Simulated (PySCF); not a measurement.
C₆H₉ClO (SMILES C=C(/C=C\Cl)CCO)

The calculation's input:

```
{"job": {"kind": "nmr", "xc": "PBE0", "basis": "pcSseg-1"}, "charge": 0, "multiplicity": 1}
C     -0.079301     1.776964     0.069873
C     -0.406023     0.492107     0.222609
C     -1.758490     0.169269     0.654383
C     -2.377744    -0.993430     0.849755
Cl    -1.737387    -2.577638     0.643928
C      0.559157    -0.634815    -0.039746
C      1.982629    -0.213207    -0.408387
O      2.076510     0.513206    -1.611113
H      0.888243     2.089808    -0.274788
H     -0.791362     2.560205     0.269557
H     -2.373448     1.041772     0.841775
H     -3.407351    -1.024208     1.173103
H      0.155234    -1.259047    -0.843593
H      0.620894    -1.259091     0.854509
H      2.401990     0.435213     0.364341
H      2.605062    -1.119186    -0.469435
H      1.634389     0.014109    -2.306681
```

Command:

```sh
OMP_NUM_THREADS=1 python probes_run.py task.json out
```

Geometry: GFN2-xTB.

Method: PBE0/pcSseg-1, SCF density, gas phase, non-relativistic (PySCF).

What can the converged electron density and electron localisation function tell about the bonding?

Answer. C–C (1.33 Å): ρ is about 2.3 e/Å³ halfway; the ELF peaks at about 0.90 between the atoms: a short, multiple covalent bond.
C–Cl (1.72 Å): ρ is about 1.5 e/Å³ halfway; the ELF peaks at about 0.90 between the atoms; localised, covalent bonding.
C–C (1.46 Å): ρ at the midpoint is about 1.8 e/Å³; the ELF peaks at about 0.95 between the atoms, as expected for localised, covalent bonding.
C–C (1.51 Å): ρ is about 1.7 e/Å³ halfway; the ELF peaks at about 0.95 between the atoms: a covalent bond.

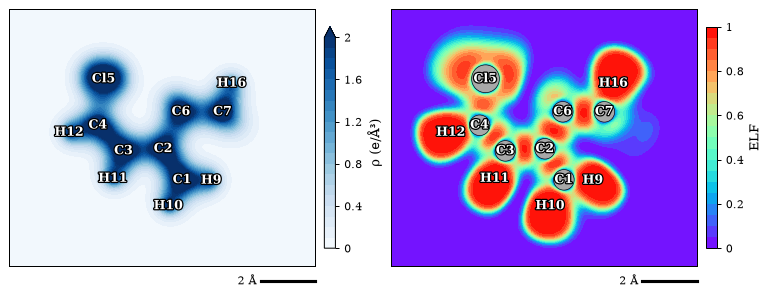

Computed electron density and electron localisation function on the plane of atoms C1, C2 and C6, in this order. Grey discs cover the atomic cores in the ELF map. 
